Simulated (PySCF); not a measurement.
## C$_{4}$H$_{6}$FNO: a changed input and its effect

System: C$_{4}$H$_{6}$FNO.
Method of run A: GIAO PBE0/pcSseg-1 NMR shielding, non-relativistic, IEF-PCM dimethylsulfoxide (PySCF 2.14.0).

The geometry comes from this level: GFN2-xTB. Text and figures count atoms from 1; the logs count them from 0 in places.

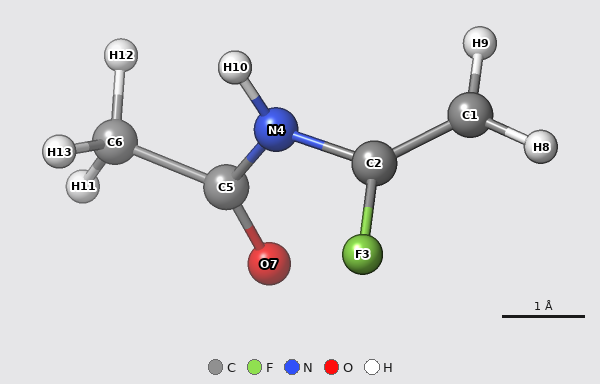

Fig. 1: The structure (ball-and-stick view, seen at a tilt; atoms are numbered from 1 in the order of the input).

Input file, run A:
```
{"job": {"kind": "nmr", "xc": "PBE0", "basis": "pcSseg-1", "solvent": "dimethylsulfoxide", "pop": false}, "charge": 0, "multiplicity": 1}
C     -2.411875     0.671903     0.327669
C     -1.372590     0.477542    -0.458251
F     -1.535179     0.351202    -1.795273
N     -0.031099     0.404265    -0.064414
C      0.695008    -0.764413    -0.116258
C      2.157490    -0.555730     0.202731
O      0.192551    -1.828229    -0.364998
H     -3.404700     0.729897    -0.077034
H     -2.285086     0.763619     1.388885
H      0.452139     1.269586     0.124603
H      2.658084    -1.519013     0.223316
H      2.267827    -0.069537     1.169406
H      2.617431     0.068907    -0.560381
```

The first line tells a small driver script what to run in PySCF; the rest is the geometry in Å.

Command:
```bash
OMP_NUM_THREADS=1 python <driver script> task.json out
```

Hardware: 1 CPU thread, shared host.

Output (run A):
```
coarse grid: 11304 points
cycle   1  E = -385.1746755079  dE =  1.141e+00  |g| = 9.353e-01  |ddm| = 3.186e+00
cycle   2  E = -384.8059935151  dE =  3.687e-01  |g| = 1.678e+00  |ddm| = 1.961e+00
cycle   3  E = -385.3341140678  dE = -5.281e-01  |g| = 1.918e-01  |ddm| = 1.427e+00
cycle   4  E = -385.3408331844  dE = -6.719e-03  |g| = 6.279e-02  |ddm| = 1.556e-01
cycle   5  E = -385.3414751185  dE = -6.419e-04  |g| = 1.748e-02  |ddm| = 4.341e-02
cycle   6  E = -385.3415419895  dE = -6.687e-05  |g| = 4.001e-03  |ddm| = 1.400e-02
cycle   7  E = -385.3415446229  dE = -2.633e-06  |g| = 1.622e-03  |ddm| = 3.074e-03
final grid: 110872 points
cycle   8  E = -385.3985238423  dE = -2.459e-05  |g| = 1.171e-02  |ddm| = 2.408e-02
cycle   9  E = -385.3984700707  dE =  5.377e-05  |g| = 2.081e-02  |ddm| = 2.131e-02
cycle  10  E = -385.3985505162  dE = -8.045e-05  |g| = 1.667e-03  |ddm| = 1.420e-02
cycle  11  E = -385.3985510927  dE = -5.765e-07  |g| = 2.609e-04  |ddm| = 1.208e-03
cycle  12  E = -385.3985511007  dE = -7.962e-09  |g| = 1.481e-04  |ddm| = 2.580e-04
cycle  13  E = -385.3985511039  dE = -3.240e-09  |g| = 2.141e-05  |ddm| = 1.008e-04
cycle  14  E = -385.3985511040  dE = -9.504e-11  |g| = 7.345e-06  |ddm| = 2.104e-05
converged SCF energy = -385.3985511040

GIAO shielding tensors (ppm)
atom      isotropic    diamagn.    paramagn.     s11        s22        s33       span
  0 C       86.923     255.870    -168.947     -8.933    108.591    161.110    170.043
  1 C       22.967     247.282    -224.315    -82.546     65.143     86.304    168.850
  2 F      249.497     475.961    -226.464    185.189    258.052    305.251    120.062
  3 N      116.642     333.686    -217.045     10.629    134.629    204.667    194.039
  4 C       10.457     246.959    -236.502    -79.100     18.397     92.073    171.172
  5 C      161.964     250.650     -88.686    137.334    152.741    195.817     58.483
  6 O      -79.623     403.932    -483.555   -384.247   -184.933    330.311    714.558
  7 H       26.460      28.233      -1.773     23.832     24.825     30.723      6.891
  8 H       26.610      31.462      -4.852     24.343     24.980     30.506      6.163
  9 H       24.644      35.006     -10.362     19.804     26.322     27.807      8.003
 10 H       29.993      27.938       2.056     26.226     28.158     35.595      9.369
 11 H       29.294      29.302      -0.009     25.589     28.588     33.705      8.116
 12 H       29.287      28.756       0.531     25.695     28.384     33.781      8.085
```

For run B the input was changed thus:
```diff
-C     -2.411875     0.671903     0.327669
-C     -1.372590     0.477542    -0.458251
-F     -1.535179     0.351202    -1.795273
-N     -0.031099     0.404265    -0.064414
-C      0.695008    -0.764413    -0.116258
-C      2.157490    -0.555730     0.202731
-O      0.192551    -1.828229    -0.364998
-H     -3.404700     0.729897    -0.077034
-H     -2.285086     0.763619     1.388885
-H      0.452139     1.269586     0.124603
-H      2.658084    -1.519013     0.223316
-H      2.267827    -0.069537     1.169406
-H      2.617431     0.068907    -0.560381
+C     -2.359939     0.177425     0.092091
+C     -1.314502     0.806796    -0.410268
+F     -1.466241     1.940684    -1.138760
+N      0.034335     0.493628    -0.323343
+C      0.591376    -0.578398     0.327518
+C      2.097994    -0.599967     0.208050
+O     -0.054381    -1.403328     0.924139
+H     -3.348729     0.560739    -0.072521
+H     -2.228825    -0.717694     0.666299
+H      0.646396     1.141125    -0.800744
+H      2.484729    -1.467484     0.734224
+H      2.521937     0.301963     0.644556
+H      2.391462    -0.655002    -0.838173
```

Predict how the results change.

With the same method and basis, run B lies 2.7 kcal/mol lower. The HOMO goes from −7.69 to −6.91 eV. The LUMO goes from −0.01 to −0.24 eV. The dipole moment goes from 5.67 to 4.32 D. Of all shieldings, the largest change is that of C1, by +24.8 ppm. The number of SCF iterations is the same.

Output (run B):
```
coarse grid: 11304 points
cycle   1  E = -385.1736688029  dE =  1.165e+00  |g| = 9.416e-01  |ddm| = 3.191e+00
cycle   2  E = -384.7922388096  dE =  3.814e-01  |g| = 1.695e+00  |ddm| = 1.915e+00
cycle   3  E = -385.3379122742  dE = -5.457e-01  |g| = 1.954e-01  |ddm| = 1.394e+00
cycle   4  E = -385.3448972553  dE = -6.985e-03  |g| = 6.407e-02  |ddm| = 1.547e-01
cycle   5  E = -385.3455939779  dE = -6.967e-04  |g| = 1.822e-02  |ddm| = 4.550e-02
cycle   6  E = -385.3456687179  dE = -7.474e-05  |g| = 4.087e-03  |ddm| = 1.459e-02
cycle   7  E = -385.3456714661  dE = -2.748e-06  |g| = 1.592e-03  |ddm| = 3.016e-03
final grid: 110872 points
cycle   8  E = -385.4028890941  dE = -2.537e-05  |g| = 1.192e-02  |ddm| = 2.353e-02
cycle   9  E = -385.4028327944  dE =  5.630e-05  |g| = 2.128e-02  |ddm| = 2.100e-02
cycle  10  E = -385.4029166482  dE = -8.385e-05  |g| = 1.703e-03  |ddm| = 1.399e-02
cycle  11  E = -385.4029172372  dE = -5.891e-07  |g| = 2.640e-04  |ddm| = 1.217e-03
cycle  12  E = -385.4029172453  dE = -8.051e-09  |g| = 1.482e-04  |ddm| = 2.542e-04
cycle  13  E = -385.4029172486  dE = -3.298e-09  |g| = 1.899e-05  |ddm| = 9.207e-05
cycle  14  E = -385.4029172487  dE = -7.140e-11  |g| = 6.764e-06  |ddm| = 1.820e-05
converged SCF energy = -385.4029172487

GIAO shielding tensors (ppm)
atom      isotropic    diamagn.    paramagn.     s11        s22        s33       span
  0 C      111.731     257.882    -146.151     35.888    129.861    169.443    133.555
  1 C       24.303     248.295    -223.992    -78.257     71.708     79.457    157.714
  2 F      269.637     475.119    -205.482    210.026    258.307    340.576    130.550
  3 N      109.635     336.640    -227.005     -0.115    141.559    187.461    187.577
  4 C       13.916     247.273    -233.357    -78.421     26.742     93.428    171.848
  5 C      160.267     250.268     -90.001    133.244    151.823    195.733     62.489
  6 O      -96.353     404.612    -500.965   -437.219   -189.372    337.532    774.751
  7 H       27.249      28.181      -0.932     24.809     25.590     31.347      6.538
  8 H       26.447      32.867      -6.420     22.438     27.269     29.635      7.198
  9 H       24.602      34.907     -10.305     19.399     25.708     28.699      9.300
 10 H       29.887      28.117       1.771     26.028     28.168     35.466      9.438
 11 H       29.188      28.851       0.336     25.486     28.434     33.643      8.157
 12 H       29.194      28.874       0.320     25.477     28.462     33.641      8.164
```

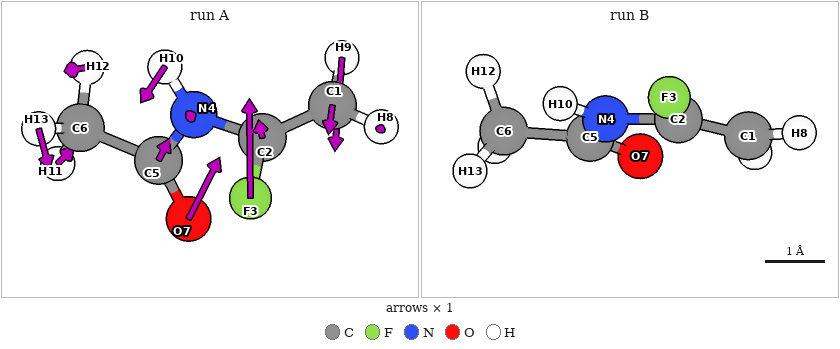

Fig. 2: The two input geometries at one scale (ball-and-stick view, seen at a tilt). The pink arrows on the first give the shifts of the atoms after the best rigid fit, at true length. The largest move after the best rigid fit is that of F3, 1.82 Å. Largest moves by element: F 1.82 Å, H 1.71 Å, O 1.29 Å, C 0.56 Å, N 0.26 Å. Among the contacts that change: C2–N4 1.400 → 1.387 Å, N4–C5 1.377 → 1.372 Å.

The two runs side by side:

```tsv
quantity	run A	run B
outcome	converged	converged
total energy (hartree)	−385.398551	−385.402917
HOMO (eV)	−7.69	−6.91
LUMO (eV)	−0.01	−0.24
dipole moment (D)	5.67	4.32
shielding of C1 (ppm)	86.9	111.7
shielding of C2 (ppm)	23.0	24.3
shielding of F3 (ppm)	249.5	269.6
shielding of N4 (ppm)	116.6	109.6
shielding of C5 (ppm)	10.5	13.9
shielding of C6 (ppm)	162.0	160.3
shielding of O7 (ppm)	−79.6	−96.4
SCF iterations	14	14
basis functions	149	149
wall time (shared host)	17 s	13 s
```
